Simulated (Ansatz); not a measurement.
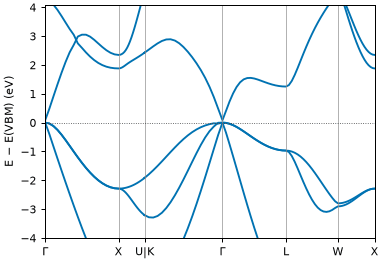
Band structure from the program Ansatz at the r²SCAN level (PAW)

Read off the gap and where the band edges lie.

About 0.1 eV (0.08 eV by a search for the band edges); maximum at Γ, minimum at Γ.

The material is InAs (zinc blende, F-43m).

Symmetry was held in the r²SCAN relaxation; phonons on a q-mesh show no instability. Scalar-relativistic: spin–orbit coupling is off unless named, which matters more the heavier the elements.

Potentials: the later of the program's two PAW sets.
